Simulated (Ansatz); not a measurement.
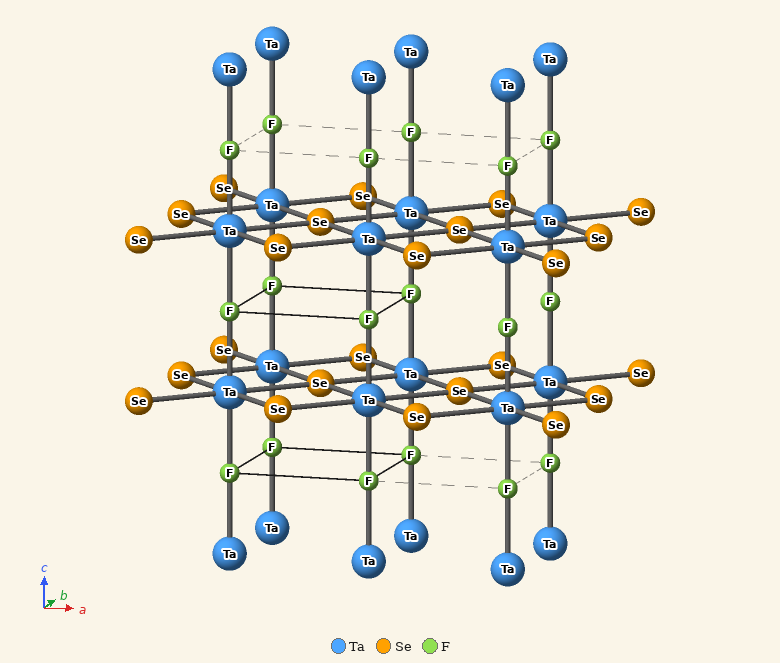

TaSeF (space group P4/mmm, No. 123): the end point of a relaxation with Ansatz, DFT PBE, scalar-relativistic, plane waves, PAW; the starting structure was generated, so it need not be a known form of this composition.

Bonds are taken as F–Ta below 2.3 Å and Se–Ta below 2.9 Å; no other contact counts. Simplification: prune 0- and 1-connected atoms, fold 2-connected ones into links.

> What kind of net remains, and which atoms are its nodes?

A binodal (4,6)-connected, three-periodic net: Se is a 4-connected node; Ta is a 6-connected node, in the ratio 1:1. F becomes part of the edges.

> Is the net interpenetrated?

It is a single net, without interpenetration.

> Give the first six terms of the coordination sequence (nodes one, two, three … edges away).

Se: 4, 16, 38, 66, 102, 146; Ta: 6, 18, 38, 66, 102, 146.

The simplified net, drawn on the atoms' positions. Nodes are coloured by element. Edges to nodes outside the piece are drawn as stubs.

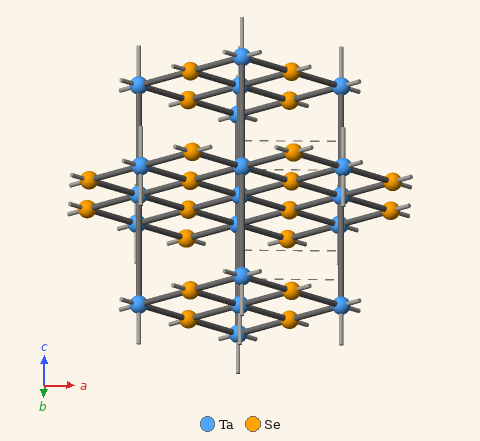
